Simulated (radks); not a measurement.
A free Ni atom; electrons: [Ar] 3d8 4s2 (high spin). Theory: scalar-relativistic Kohn-Sham, r2SCAN, spin-polarised, spherical densities, finite nucleus (computed with the in-house radial solver radks).

Wanted: the number of electrons inside radius r (solid) and the radial density 4πr²ρ (dashed).

The count levels off at 28 electrons. Half of them lie within 0.577 bohr, 90 % within 1.67 bohr and 99 % within 4.06 bohr. The radial density has minima at 0.0815 and 0.397 bohr, where the count stands at 2.1 and 10.8; these part the shells that the density resolves.

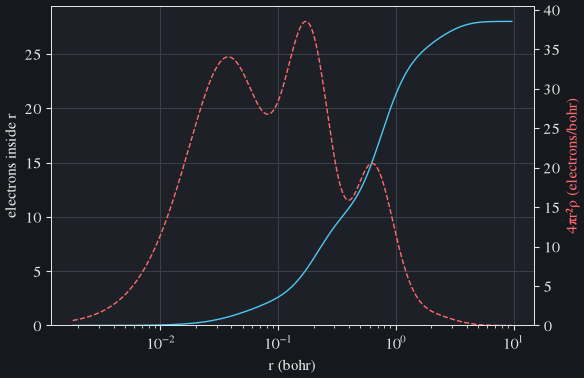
